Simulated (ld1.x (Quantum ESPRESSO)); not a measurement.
## La: pseudopotential generation (part 2 of 2)

Continued. System: lanthanum (La, Z = 57), core [Kr] 4d10, reference valence 4f0 5s2 5p6 5d1 6s2 6p0, valence charge 11. Method: RRKJ potential, BLYP, scalar-relativistic, made with ld1.x (Quantum ESPRESSO) 7.5.

Output of the test run (extracts), continued:
```
     ---------------------- Testing the pseudopotential ----------------------

     La
     scalar relativistic calculation

     atomic number is 57.00   valence charge is 11.00
     dft =BLYP   lsd =0 sic =0 latt =0  beta=0.20 tr2=1.0E-14
     mesh =1253 r(mesh) = 100.17801 xmin = -7.00 dx = 0.01250

     n l     nl             e AE (Ry)        e PS (Ry)    De AE-PS (Ry)
     4 3     4F   1( 0.00)       -0.18973       -0.20205        0.01232  !
     1 0     5S   1( 2.00)       -2.73225       -2.73817        0.00592  !
     2 1     5P   1( 6.00)       -1.52314       -1.52815        0.00500  !
     3 2     5D   1( 2.00)       -0.14680       -0.15004        0.00324
     2 0     6S   1( 1.00)       -0.22356       -0.23002        0.00646  !
     3 1     6P   1( 0.00)       -0.07061       -0.07434        0.00373

     eps = 3.0E-15  iter = 10

     Etot =  -16987.982147 Ry,   -8493.991074 Ha, -231133.271876 eV
     Etotps =  -124.842361 Ry,     -62.421180 Ha,   -1698.566850 eV
     dEtot_ae =       0.061999 Ry
     dEtot_ps =       0.065388 Ry,   Delta E=      -0.003388 Ry

     Ekin =      15.813330 Ry,       7.906665 Ha,     215.151309 eV
     Encl =    -119.785365 Ry,     -59.892682 Ha,   -1629.762911 eV
     Ehrt =      50.243297 Ry,      25.121648 Ha,     683.594874 eV
     Ecxc =     -71.869810 Ry,     -35.934905 Ha,    -977.838573 eV
     (Ecc =     -61.117872 Ry,     -30.558936 Ha,    -831.551016 eV)
     Epseu=       0.756187 Ry,       0.378094 Ha,      10.288451 eV

     ---------------------- End of pseudopotential test ----------------------

     ---------------------- Testing the pseudopotential ----------------------

     La
     scalar relativistic calculation

     atomic number is 57.00   valence charge is 11.00
     dft =BLYP   lsd =0 sic =0 latt =0  beta=0.20 tr2=1.0E-14
     mesh =1253 r(mesh) = 100.17801 xmin = -7.00 dx = 0.01250

     n l     nl             e AE (Ry)        e PS (Ry)    De AE-PS (Ry)
     4 3     4F   1( 0.00)       -0.58965       -0.61769        0.02804  !
     1 0     5S   1( 2.00)       -3.13273       -3.15102        0.01829  !
     2 1     5P   1( 6.00)       -1.92341       -1.94034        0.01693  !
     3 2     5D   1( 2.00)       -0.52212       -0.53868        0.01657  !
     2 0     6S   1( 0.00)       -0.55587       -0.58145        0.02558  !
     3 1     6P   1( 0.00)       -0.35326       -0.38018        0.02692  !

     eps = 9.7E-15  iter = 16

     Etot =  -16987.596636 Ry,   -8493.798318 Ha, -231128.026733 eV
     Etotps =  -124.441356 Ry,     -62.220678 Ha,   -1693.110901 eV
     dEtot_ae =       0.447510 Ry
     dEtot_ps =       0.466392 Ry,   Delta E=      -0.018882 Ry

     Ekin =      15.737457 Ry,       7.868729 Ha,     214.119014 eV
     Encl =    -115.378269 Ry,     -57.689134 Ha,   -1569.801321 eV
     Ehrt =      45.963551 Ry,      22.981776 Ha,     625.365971 eV
     Ecxc =     -71.556473 Ry,     -35.778236 Ha,    -973.575407 eV
     (Ecc =     -61.117872 Ry,     -30.558936 Ha,    -831.551016 eV)
     Epseu=       0.792377 Ry,       0.396189 Ha,      10.780842 eV

     ---------------------- End of pseudopotential test ----------------------

     ---------------------- Testing the pseudopotential ----------------------

     La
     scalar relativistic calculation

     atomic number is 57.00   valence charge is 11.00
     dft =BLYP   lsd =0 sic =0 latt =0  beta=0.20 tr2=1.0E-14
     mesh =1253 r(mesh) = 100.17801 xmin = -7.00 dx = 0.01250

     n l     nl             e AE (Ry)        e PS (Ry)    De AE-PS (Ry)
     4 3     4F   1( 0.00)       -0.50805       -0.51340        0.00535  !
     1 0     5S   1( 2.00)       -3.04963       -3.05410        0.00446
     2 1     5P   1( 6.00)       -1.83187       -1.83621        0.00434
     3 2     5D   1( 1.00)       -0.40555       -0.41029        0.00474
     2 0     6S   1( 1.50)       -0.42952       -0.43951        0.00998  !
     3 1     6P   1( 0.00)       -0.23457       -0.24321        0.00863  !

     eps = 2.0E-15  iter = 21

     Etot =  -16987.872662 Ry,   -8493.936331 Ha, -231131.782247 eV
     Etotps =  -124.732954 Ry,     -62.366477 Ha,   -1697.078295 eV
     dEtot_ae =       0.171485 Ry
     dEtot_ps =       0.174794 Ry,   Delta E=      -0.003309 Ry

     Ekin =      15.274465 Ry,       7.637232 Ha,     207.819680 eV
     Encl =    -116.099099 Ry,     -58.049549 Ha,   -1579.608707 eV
     Ehrt =      47.027987 Ry,      23.513994 Ha,     639.848363 eV
     Ecxc =     -71.608294 Ry,     -35.804147 Ha,    -974.280471 eV
     (Ecc =     -61.117872 Ry,     -30.558936 Ha,    -831.551016 eV)
     Epseu=       0.671986 Ry,       0.335993 Ha,       9.142841 eV

     ---------------------- End of pseudopotential test ----------------------
```

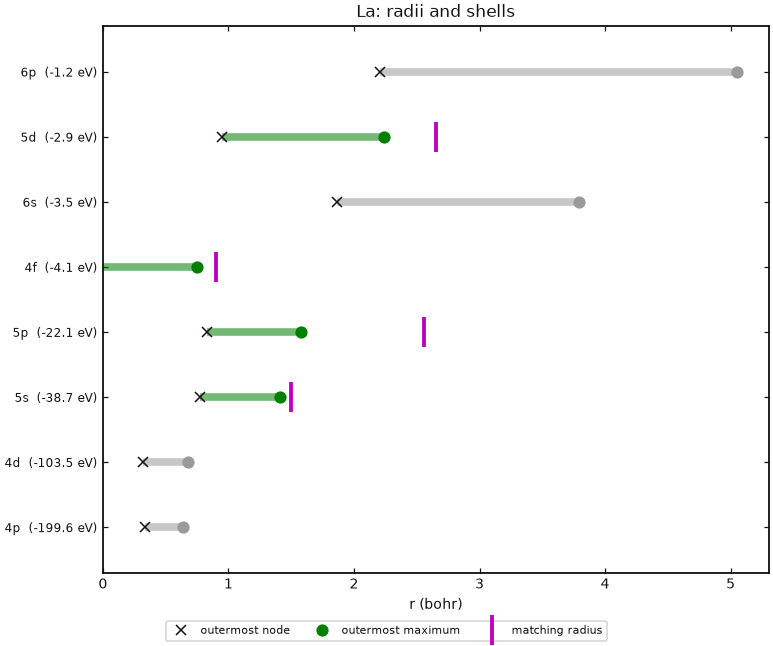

Outer shells of the all-electron reference atom: each bar runs from the outermost node (or the nucleus) to the outermost maximum of u(r); the tick is the radius chosen for the pseudo-wave. Shells without a tick have no pseudo-wave of their own. Levels, nodes and maxima are from ld1.x, scalar-relativistic.

- Radii against the shells: 5s: 1.50 bohr, outside the maximum; 5p: 2.56 bohr, outside the maximum; 4f: 0.90 bohr, outside the maximum; 5d: 2.65 bohr, outside the maximum.

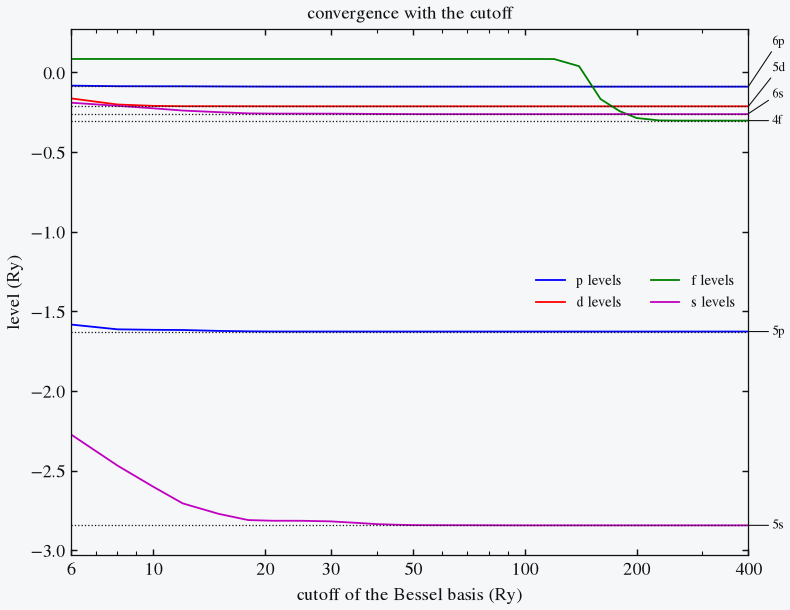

The pseudo-atom Hamiltonian at the reference potential is diagonalised in spherical Bessel functions (20 bohr box) up to the cutoff. Curves: the lowest levels of each channel that holds a bound state. Dotted lines: the all-electron valence levels.

- Ghost states: no ghost state below the valence levels in the p, d, f, s channels. The curves of the valence states settle on the dotted lines.
- All-electron valence levels: 5p: -1.63 Ry; 6p: -0.09 Ry; 5d: -0.21 Ry; 4f: -0.30 Ry; 5s: -2.84 Ry; 6s: -0.26 Ry.

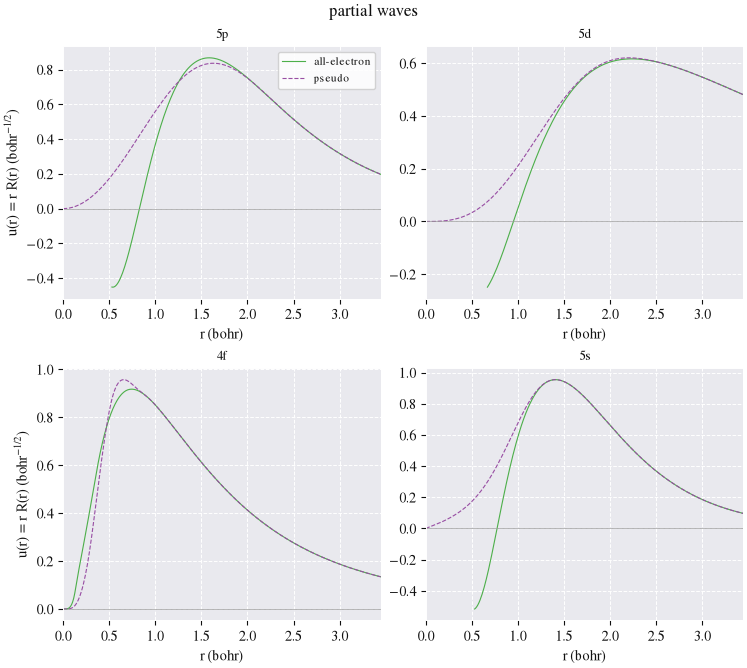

All-electron valence functions (solid) with their pseudo partners (dashed). The innermost oscillations of some all-electron curves aren't drawn. Reference configuration 4f0 5s2 5p6 5d1 6s2 6p0.

- Matching radii: 5p at 2.56 bohr; 5d at 2.65 bohr; 4f at 0.90 bohr; 5s at 1.50 bohr. The curves merge smoothly, so the plot gives these only roughly.
- Nodes of the pseudo-waves: 5p has no node; 5d has no node; 4f has no node; 5s has no node.
- Cutoffs needed: 45 Ry (loose) and 90 Ry (tight), as the cutoffs, on a coarse ladder, from which the occupation-weighted sum of valence levels, in a spherical-Bessel basis at the reference potential, stays within 10 and 1 mRy of its value at 400 Ry.

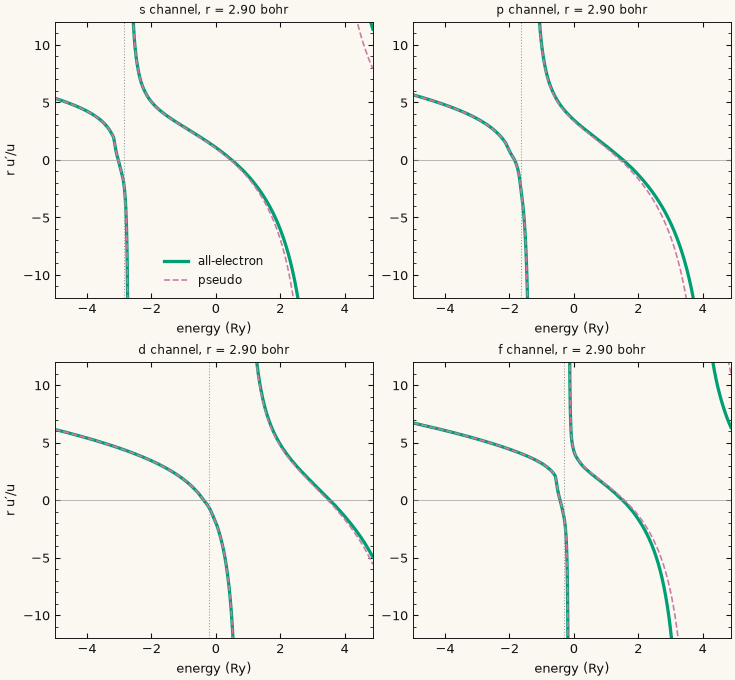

Logarithmic derivatives r u′/u at the test radius against energy, all-electron atom (solid) and pseudo-atom (dashed). Here u = r R(r). The dotted line marks the reference energy of the channel.

- Ghost states: the plot shows none: pseudo and all-electron curves have the same branches in all channels drawn. The separate test gives: no ghost state below the valence levels in the p, d, f, s channels.
- Zeros of the logarithmic derivative: s: all-electron -3.0 and 0.5 Ry, pseudo -3.0 and 0.5 Ry; p: all-electron -1.8 and 1.5 Ry, pseudo -1.8 and 1.4 Ry; d: all-electron -0.4 and 3.5 Ry, pseudo -0.4 and 3.5 Ry; f: all-electron -0.4 and 1.5 Ry, pseudo -0.4 and 1.6 Ry.

Outcome of the run: generated.
